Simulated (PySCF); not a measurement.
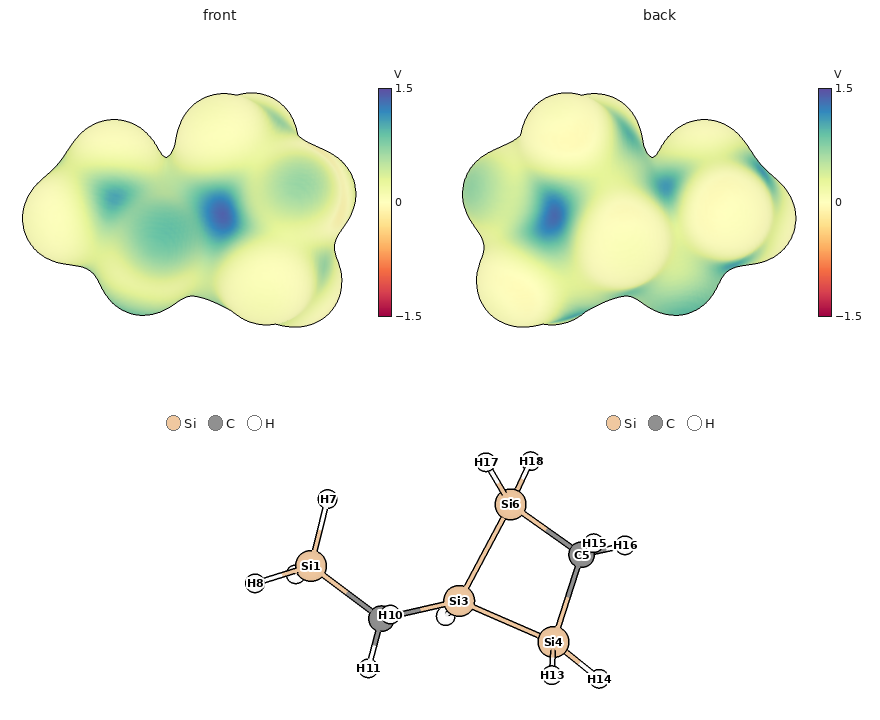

*C₂H₁₂Si₄ (SMILES [SiH3]C[SiH]1[SiH2]C[SiH2]1). The molecular electrostatic potential painted on the density surface at 0.002 e/bohr³, seen from the front and from behind; red is negative and blue positive. The bare structure is drawn below in the same view.*

Geometry: GFN2-xTB.

These are results of PySCF, PBE0/pcSseg-1, SCF density, gas phase, non-relativistic, not measurements.

```tsv
atom	x (Å)	y (Å)	z (Å)
Si	-3.1205	-0.0707	-0.0996
C	-1.4999	-0.8537	0.5006
Si	-0.0057	-0.6674	-0.6792
Si	2.1235	-1.0286	0.2430
C	2.5188	0.8130	-0.1888
Si	0.8765	1.4844	-0.9561
H	-2.9125	1.3625	-0.3228
H	-4.1758	-0.2574	0.9020
H	-3.5355	-0.7090	-1.3505
H	-1.2358	-0.4207	1.4665
H	-1.6704	-1.9153	0.6849
H	-0.3663	-1.4353	-1.8908
H	2.2718	-1.2803	1.6847
H	3.0894	-1.9349	-0.3930
H	2.8284	1.3845	0.6851
H	3.3509	0.8905	-0.8876
H	0.3512	2.6099	-0.1693
H	1.1033	2.0348	-2.2996
```

**Where is the surface potential most negative and most positive?**

The most negative region (about −0.1 V) lies over C5, H9, H14 and H18, the most positive (about +1.3 V) over Si3, Si4 and Si6.
